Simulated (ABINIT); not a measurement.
# CsAuBr3 (I4/mmm): G0W0 with ABINIT, start to end, part 3 of 3

Wanted: ground state, empty states, screening and self-energy for CsAuBr3 (I4/mmm).

ABINIT 10.8.3; LDA and many-body steps on it, plane waves. Known limits of the many-body steps: not at the basis limit; d shell near the gap, gap tends to lie low; no spin-orbit coupling; coarse k mesh.

So far. Step 3 (Bands along the symmetry lines): The gap is 0.884 eV, −0.010 eV from the run before at this level. Step 4 (Empty states on the mesh, 2×2×2 mesh, 471 bands): On this mesh the gap is 0.950 eV. The earlier step found 0.894 eV, so this mesh misses an edge.

**5. Screening, 2×2×2 mesh, 429 bands, screening to 176.9 eV**

The RPA dielectric matrix is built and inverted for each q.

This step: RPA screening on LDA, plane waves, norm-conserving pseudopotentials.

run.abi reads:

```
acell 3*1.0 Angstrom
rprim 
  -3.879600000000 3.879600000000 5.653950000000
  3.879600000000 -3.879600000000 5.653950000000
  3.879600000000 3.879600000000 -5.653950000000
ntypat 3
znucl 55 79 35
natom 10
typat 1 1 2 2 3 3 3 3 3 3
xred 
  0.750000000000 0.250000000000 0.500000000000
  0.250000000000 0.750000000000 0.500000000000
  0.000000000000 0.000000000000 0.000000000000
  0.500000000000 0.500000000000 0.000000000000
  0.222000000000 0.222000000000 0.444000000000
  0.222000000000 0.778000000000 0.000000000000
  0.778000000000 0.778000000000 0.556000000000
  0.778000000000 0.222000000000 0.000000000000
  0.712200000000 0.712200000000 0.000000000000
  0.287800000000 0.287800000000 0.000000000000
pp_dirpath "pseudos"
pseudos "Cs.upf, Au.upf, Br.upf"
ecut 28
ngkpt 2 2 2
nshiftk 1
shiftk 0 0 0
kptopt 1
chksymbreak 0
istwfk *1
occopt 1
irdwfk 1
optdriver 3
nband 429
ecuteps 6.5
inclvkb 2
awtr 1
symchi 1
indata_prefix "in"
outdata_prefix "out"
tmpdata_prefix "tmp"
```

On the command line:

```console
$ OMP_NUM_THREADS=1 mpirun -n 4 abinit run.abi > log
```

Numbers of over 12 decimals in the logs are rounded to 6 here.

Output:

```text
.Version 10.8.3 of ABINIT. v10.8.2 released Aug 2026.

 Symmetries : space group I4/m m m (#139); Bravais tI (body-center tetrag.)
[... echo of the input left out ...]
== DATASET  1 ==================================================================
-   mpi_nproc: 4, omp_nthreads: 1 (-1 if OMP is not activated)

--- !DatasetInfo
iteration_state: {dtset: 1, }
dimensions: {natom: 10, nkpt: 4, mband: 429, nsppol: 1, nspinor: 1, nspden: 1, mpw: 16300, }
cutoff_energies: {ecut:  28.0, pawecutdg:  -1.0, }
electrons: {nelect:   9.80000000E+01, charge:   0.00000000E+00, occopt:   1.00000000E+00, tsmear:   1.00000000E-02, }

 SCREENING: Calculation of the susceptibility and dielectric matrices

 Based on a program developped by R.W. Godby, V. Olevano, G. Onida, and L. Reining.
 Incorporated in ABINIT by V. Olevano, G.-M. Rignanese, and M. Torrent.
.Using double precision arithmetic ; gwpc =  8

[... cell and pseudopotentials left out ...]
--------------------------------------------------------------------------------

 ==== K-mesh for the wavefunctions ====
 Number of points in the irreducible wedge :     4
[... list of points left out ...]
 Together with 16 symmetry operations and time-reversal symmetry
 yields     8 points in the full Brillouin Zone.

 ==== Q-mesh for the screening function ====
 Number of points in the irreducible wedge :     4
[... list of points left out ...]
 Together with 16 symmetry operations and time-reversal symmetry
 yields     8 points in the full Brillouin Zone.

 setmesh: FFT mesh size selected  =    72x   72x   72
          total number of points  =       373248

 vcoul_init : cutoff-mode = AUXILIARY_FUNCTION
 q-points for optical limit:   1
     1)      0.000010    0.000020    0.000030

- screening: taking advantage of time-reversal symmetry
- Maximum band index for partially occupied states nbvw = 49
- Remaining bands to be divided among processors   nbcw = 380
- Number of bands treated by each node ~95

 Number of electrons calculated from density =   98.0000; Expected =   98.0000
 average of density, n =  0.042662
 r_s =    1.7754
 omega_plasma =   19.9240 [eV]

 calculating chi0 at frequencies [eV] :
  1    0.000000E+00    0.000000E+00
  2    0.000000E+00    1.992404E+01

--------------------------------------------------------------------------------
  q-point number  1        q = ( 0.000000, 0.000000, 0.000000) [r.l.u.]
--------------------------------------------------------------------------------
[... chi0 elements left out ...]
 For q-point:  0.000010 0.000020 0.000030
  dielectric constant =  21.1972
  dielectric constant without local fields =  25.7717

  Average fulfillment of the sum rule on Im[epsilon] for q-point    1 :     78.64  [%]
[... wings left out ...]
  q-point number  2        q = ( 0.500000, 0.000000, 0.000000) [r.l.u.]
--------------------------------------------------------------------------------
[... chi0 elements left out ...]
  Average fulfillment of the sum rule on Im[epsilon] for q-point    2 :     82.90  [%]

 [... 2 further q-points ...]
```

Wall time 34 min (4 MPI ranks of Intel Xeon Platinum 8488C (Sapphire Rapids), shared host); peak memory 16 GiB.

This step gave:

```
ε∞ with local fields, on this mesh, along the program's q direction : 21.20
the same without local fields                                       : 25.77
plasma frequency                                                    : 19.92 eV
plane waves in the screening matrix                                 : 1849
```

Local fields lower ε∞ by 18 %. On a Γ-centred mesh this coarse the value itself is usually too large, while a short band sum pulls it down.

**6. Self-energy, 2×2×2 mesh, 429 bands, screening to 176.9 eV**

The self-energy is evaluated for the states that the input lists, and the levels follow from it, in one-shot runs by the linearised quasiparticle equation.

This step: G0W0 on LDA, plane waves, norm-conserving pseudopotentials.

Edit run.abi of step 5 so:

```diff
@@ -31,8 +31,17 @@
 irdwfk 1
-optdriver 3
+optdriver 4
 nband 429
+gwcalctyp 0
+ecutsigx 28
+symsigma 1
+nkptgw 2
+kptgw 
+  0.5000000000 0.0000000000 0.0000000000
+  0.0000000000 0.0000000000 0.0000000000
+bdgw 
+  48 51
+  48 51
 ecuteps 6.5
-inclvkb 2
-awtr 1
-symchi 1
+irdscr 1
+ppmodel 1
 indata_prefix "in"
```

Output:

```text
.Version 10.8.3 of ABINIT. v10.8.2 released Aug 2026.

 Symmetries : space group I4/m m m (#139); Bravais tI (body-center tetrag.)
[... echo of the input left out ...]
== DATASET  1 ==================================================================
-   mpi_nproc: 4, omp_nthreads: 1 (-1 if OMP is not activated)

--- !DatasetInfo
iteration_state: {dtset: 1, }
dimensions: {natom: 10, nkpt: 4, mband: 429, nsppol: 1, nspinor: 1, nspden: 1, mpw: 16300, }
cutoff_energies: {ecut:  28.0, pawecutdg:  -1.0, }
electrons: {nelect:   9.80000000E+01, charge:   0.00000000E+00, occopt:   1.00000000E+00, tsmear:   1.00000000E-02, }

 SIGMA: Calculation of the GW corrections

 Based on a program developped by R.W. Godby, V. Olevano, G. Onida, and L. Reining.
 Incorporated in ABINIT by V. Olevano, G.-M. Rignanese, and M. Torrent.
.Using double precision arithmetic ; gwpc =  8

[... cell and pseudopotentials left out ...]
--------------------------------------------------------------------------------

 ==== K-mesh for the wavefunctions ====
 Number of points in the irreducible wedge :     4
[... list of points left out ...]
 Together with 16 symmetry operations and time-reversal symmetry
 yields     8 points in the full Brillouin Zone.

 ==== Q-mesh for screening function ====
 Number of points in the irreducible wedge :     4
[... list of points left out ...]
 Together with 16 symmetry operations and time-reversal symmetry
 yields     8 points in the full Brillouin Zone.

 vcoul_init : cutoff-mode = AUXILIARY_FUNCTION
 q-points for optical limit:   1
     1)      0.000010    0.000020    0.000030
 setmesh: FFT mesh size selected  =   120x  120x  120
          total number of points  =      1728000

 Number of electrons calculated from density =   98.0000; Expected =   98.0000
 average of density, n =  0.042662
 r_s =    1.7754
 omega_plasma =   19.9240 [eV]

 === KS Band Gaps ===
  >>>> For spin  1
   Minimum direct gap =   0.9500 [eV], located at k-point      :   0.5000  0.0000  0.0000
   Fundamental gap    =   0.9500 [eV], Top of valence bands at :   0.5000  0.0000  0.0000
                                       Bottom of conduction at :   0.5000  0.0000  0.0000
 SIGMA fundamental parameters:
 PLASMON POLE MODEL  1
 number of plane-waves for SigmaX                16297
 number of plane-waves for SigmaC and W           1849
 number of plane-waves for wavefunctions         16297
 number of bands                                   429
 number of independent spin polarizations            1
 number of spinorial components                      1
 number of k-points in IBZ                           4
 number of q-points in IBZ                           4
 number of symmetry operations                      16
 number of k-points in BZ                            8
 number of q-points in BZ                            8
 number of frequencies for dSigma/dE                 9
 frequency step for dSigma/dE [eV]                0.25
 number of omega for Sigma on real axis              0
 max omega for Sigma on real axis  [eV]           0.00
 zcut for avoiding poles [eV]                     0.10

 EPSILON^-1 parameters (SCR file):
 dimension of the eps^-1 matrix on file           1849
 dimension of the eps^-1 matrix used              1849
 number of plane-waves for wavefunctions         16297
 number of bands                                   429
 number of q-points in IBZ                           4
 number of frequencies                               2
 number of real frequencies                          1
 number of imag frequencies                          1

 matrix elements of self-energy operator (all in [eV])

 Perturbative Calculation

--- !SelfEnergy_ee
iteration_state: {dtset: 1, }
kpoint     : [   0.500,    0.000,    0.000, ]
spin       : 1
KS_gap     :    0.950
QP_gap     :    1.700
Delta_QP_KS:    0.750
data: !SigmaeeData |
     Band     E0 <VxcDFT>   SigX SigC(E0)      Z dSigC/dE  Sig(E)    E-E0       E
       48   1.429 -15.325 -18.836   3.116   0.776  -0.289 -15.631  -0.306   1.123
       49   1.889 -16.374 -18.623   2.339   0.778  -0.285 -16.304   0.070   1.959
       50   2.839 -16.176 -13.583  -1.541   0.780  -0.282 -15.356   0.820   3.660
       51   5.551 -12.920  -8.471  -3.249   0.799  -0.252 -11.962   0.958   6.510

--- !SelfEnergy_ee
iteration_state: {dtset: 1, }
kpoint     : [   0.000,    0.000,    0.000, ]
spin       : 1
KS_gap     :    2.153
QP_gap     :    3.473
Delta_QP_KS:    1.320
data: !SigmaeeData |
     Band     E0 <VxcDFT>   SigX SigC(E0)      Z dSigC/dE  Sig(E)    E-E0       E
       48   1.569 -14.464 -17.937   2.961   0.777  -0.287 -14.862  -0.398   1.172
       49   1.569 -14.464 -17.937   2.961   0.777  -0.287 -14.862  -0.398   1.172
       50   3.722 -17.770 -15.016  -1.559   0.772  -0.296 -16.848   0.922   4.644
       51   4.837 -14.850 -11.061  -2.543   0.795  -0.258 -13.860   0.990   5.827

== END DATASET(S) ==============================================================
================================================================================

 -outvars: echo values of variables after computation  --------
           etotal      0.0000000000E+00
            nband         429
             nkpt           4
          spgroup         139
 [... the other variables as echoed above ...]

 Calculation completed.
```

Run time: 11 min. Hardware: 4 MPI ranks; peak memory 15 GiB.

Numbers from this step:

- G0W0 gap on the points computed: 1.701 eV
- starting gap on the mesh: 0.9502 eV
- k of the valence top: 0.5, 0, 0
- k of the conduction bottom: 0.5, 0, 0
- Z at the valence top: 0.778
- Z at the conduction bottom: 0.78
- least direct G0W0 gap on the computed points: 1.701 eV

The gap on the mesh goes from 0.95 eV to 1.70 eV, a correction of +0.75 eV. The start differs from the 0.89 eV found before because the two sample other k points.

Limits: finite bands, cutoff and mesh; d shell near the gap, gap tends to lie low; no spin-orbit coupling; coarse k mesh. v1 is the top filled band, c1 the lowest empty one. Levels before and after the correction, in eV, zero at the valence-band top of each column:

```
           conduction bottom  valence top
Kohn-Sham               0.95         0.00
     G0W0               1.70         0.00
```

```
                  level  energy (eV)
Kohn-Sham  (0.5 0 0) v2       -0.460
Kohn-Sham  (0.5 0 0) v1        0.000
Kohn-Sham  (0.5 0 0) c1        0.950
Kohn-Sham  (0.5 0 0) c2        3.662
     G0W0  (0.5 0 0) v2       -0.836
     G0W0  (0.5 0 0) v1        0.000
     G0W0  (0.5 0 0) c1        1.701
     G0W0  (0.5 0 0) c2        4.551
```

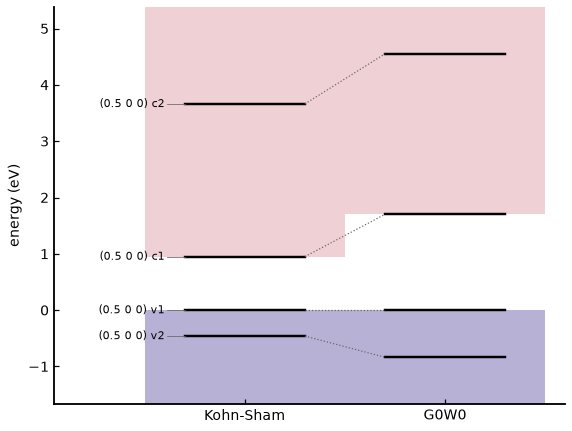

Levels before and after the correction. Shaded: valence and conduction bands.

**7. Where the time went**

Times are wall times on 4 MPI ranks of Intel Xeon Platinum 8488C (Sapphire Rapids), shared host, good to a factor of about two.

```
                          step     time  share  memory (GiB)
                  ground state  4.8 min    7 %          0.82
bands along the symmetry lines    6 min    9 %           0.9
      empty states on the mesh   14 min   20 %           1.0
                     screening   34 min   49 %            16
                   self-energy   11 min   15 %            15
```

**8. Summary of results**

```
LDA gap                              : 0.88 eV, direct
G0W0 gap on the mesh                 : 1.70 eV
G0W0 gap over the zone (rigid shift) : 1.63 eV
GW settings                          : 2×2×2 mesh, 429 bands, screening to 176.9 eV, Godby-Needs plasmon pole
known limits                         : not at the basis limit; d shell near the gap, gap tends to lie low; no spin-orbit coupling; coarse k mesh
```

In words: G0W0 moves the gap on the mesh from 0.95 eV to 1.70 eV (+0.75 eV), with Z of 0.78 and 0.78 at the edges. The mesh misses the band edges by 0.07 eV in all; a rigid shift gives 1.63 eV for the zone. Local fields lower the RPA ε∞ on this mesh from 25.77 to 21.20; a Γ-centred mesh this coarse tends to raise both, most where the direct gap is narrow, while a short band sum lowers them. Only 2 of the mesh's irreducible points were corrected, so a valley elsewhere could overtake. The dearest step here is «screening». Bands and cutoff are finite, so the gap is not at the basis limit. The miss can reach some tenths of an eV and take either sign; the mesh is an error of its own. In the G0W0 run levels were corrected at 2 k points alone, so a gap called «on the mesh» is the least over those, and an edge elsewhere would be missed. A denser mesh or path gives a starting gap of 0.88 eV: the GW mesh misses a band edge, so its gaps are not the fundamental one. The 2×2×2 mesh is coarse for this cell, which bears on the long-range parts of exchange and screening. A d shell, filled or nearly so, lies near the gap. One-shot GW converges very slowly in bands there, not always from below, and on a semilocal start the gap tends to come out low; starts rich in exact exchange can overshoot instead. The many-body steps are scalar-relativistic: spin-orbit coupling is not in them.

[Paths, hosts, dates, memory and timing lines, banners, echoed tables and standing remarks are left out of the program output.]

[Logs are printed without paths, hosts, clocks, repeated set-up lines and the standing remarks that a program may print on its own settings, such as how far it seeks lower states.]

[Runs of the session that timed out or met a known fault of the program may be left out.]

[Hosts, paths, dates, database ids (printed as entryN), source tags and the programs' standing remarks are cut or masked in the printed files.]

[G0W0 gaps are taken among the corrected bands and points alone; a level outside them can change the order at an edge.]

[Where Ansatz stands beside ABINIT at settings called matched, ABINIT's density can come from a denser mesh and the files from another edition; pairs whose starting gaps differed by over 0.03 eV were left out, so agreement reads better than it is.]
